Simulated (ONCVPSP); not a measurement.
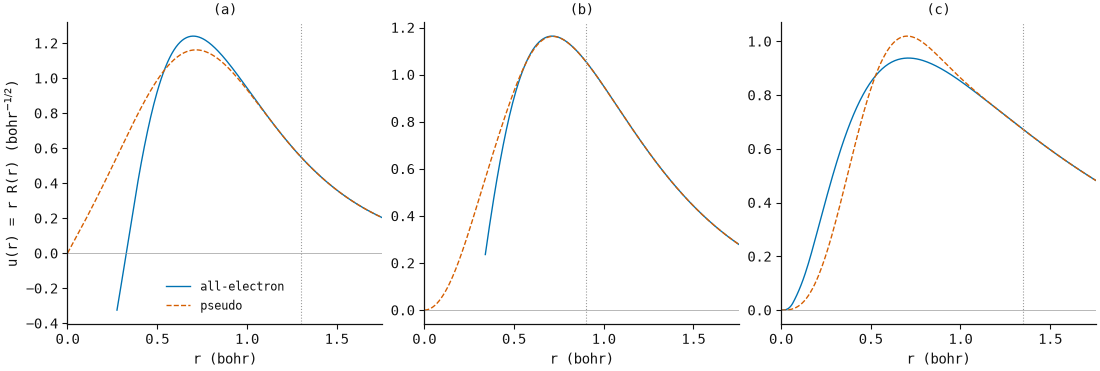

Partial waves u(r) = r R(r), all-electron (solid) and pseudo (dashed). Dotted lines mark the matching radii. The all-electron curves start outside the innermost oscillations, which aren't drawn.

ONCVPSP 4.0.1, BLYP, scalar-relativistic. The levels are (a) -112.31 eV, (b) -78.43 eV, (c) -25.74 eV.

Which element and which shells are these?

Answer. Iron (Fe), core [Ne], valence 3s2 3p6 3d6 (charge +2): (a) 3s, (b) 3p, (c) 3d.

Are the pseudo-waves norm-conserving?

Answer. Yes. The ONCV scheme keeps the all-electron norm inside the radius.
